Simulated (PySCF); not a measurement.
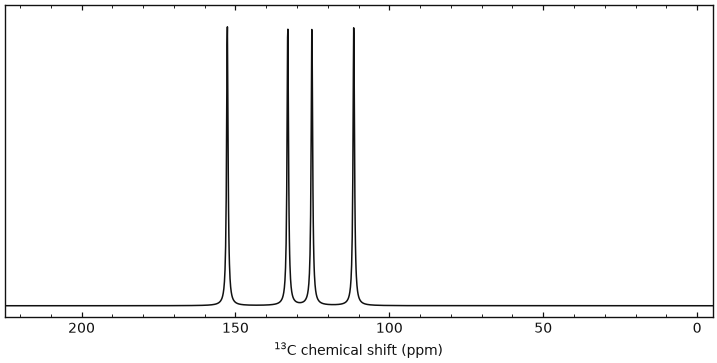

GIAO shifts, PBE0/pcSseg-1 with PySCF, at a PBE0-D3(BJ)/def2-SVP geometry (no frequency check), against TMS for ¹³C computed at the same level. Gas phase, fully decoupled, line heights follow the number of nuclei, widths are arbitrary (no quadrupolar broadening); values of one conformer, averaged over methyl-type rotors and exact or near symmetry; other conformers aren't averaged in.

Which molecule was computed?
A. C₄H₉NSSi₂, SMILES [SiH3]N([SiH3])c1ccsc1
B. C₃H₇B₃O₃, SMILES C=CB1OBOB(C)O1
C. C₄H₃F₅O, SMILES F[C@@H]1C[C@]1(F)OC(F)(F)F
D. C₈H₁₀OS, SMILES C[S@@](=O)Cc1ccccc1

Answer. Option A. Its ¹³C signals: 152.6 (1 C), 133.0 (1 C), 125.2 (1 C), 111.6 (1 C) ppm.
